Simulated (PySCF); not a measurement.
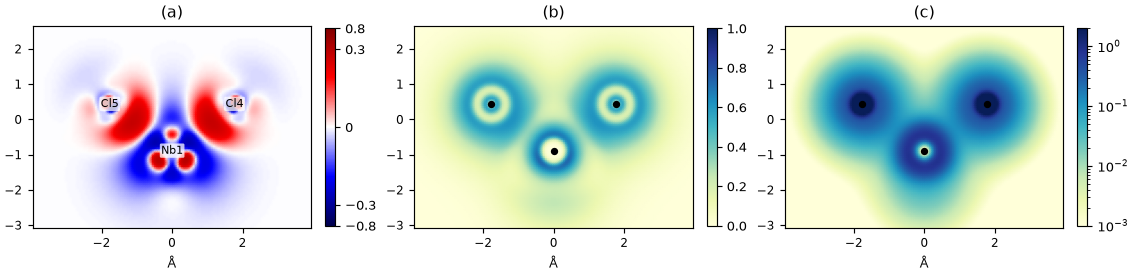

Nb(NH)Cl3 (Cl3HNNb). Three fields in the plane of Nb1, Cl4 and Cl5. (a): red positive, blue negative.

Level of theory: CAM-B3LYP/def2-TZVP (PySCF), at a geometry from GFN2-xTB. Core potentials replace the inner electrons of Nb; spin–orbit coupling isn't included. This is a single-reference result, which may miss multireference character in this system. No frequency check shows the geometry to be a minimum. GFN2-xTB bond lengths at metals and heavier atoms can be off by up to 0.1 Å and shapes distorted, which carries into these values.

Coordinates in Å:

```
Nb1     -0.0001   -0.0001    0.2809
N2       0.0003    0.0022    2.0421
H3      -0.0004    0.0020    3.0611
Cl4     -1.9115   -0.7230   -0.5658
Cl5      1.5818   -1.2942   -0.5656
Cl6      0.3299    2.0164   -0.5670
```

**The panels show, in some order, the localised orbital locator (LOL), deformation density and electron density. Which is which?**

(a) is the deformation density: it has both signs, with gains where valence electrons gather and losses around them. (b) is the localised orbital locator (LOL): it runs from 0 to 1, peaks where electrons are localised, as in bonds, and fades smoothly outside. (c) is the electron density: it is positive everywhere and peaks at the nuclei.
